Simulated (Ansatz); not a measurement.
```tsv
atom	x (Å)	y (Å)	z (Å)
Si	-0.7902	0.6914	-0.7001
H	-0.0089	-3.0621	-0.2417
H	-1.3881	2.0186	-0.9932
H	-1.8823	-0.2905	-0.4843
Si	0.6744	0.7866	1.1198
H	0.1776	-2.6758	-0.8531
Cl	0.2654	0.1009	-2.3750
H	-0.0730	1.2130	2.3341
H	1.2732	-0.5522	1.3556
H	1.7520	1.7701	0.8377
```

The product side of a reaction path; geometry: PBE0-D4/def2-TZVP.

Computed with RKS PBE0-D4/def2-TZVPP in Ansatz.

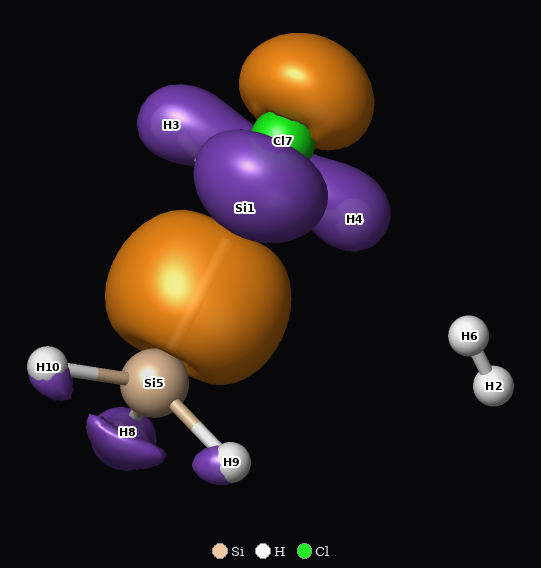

ClH₅Si₂···H₂. One frontier orbital at ±0.15 Å⁻³ᐟ² (orange and purple are the two phases), seen at a tilt.

Which orbital is it: HOMO or LUMO?

Answer. The HOMO, at −8.22 eV. Its weight (Hirshfeld) is mainly on Cl7 (about 30 %), Si5 (about 30 %) and Si1 (about 25 %).
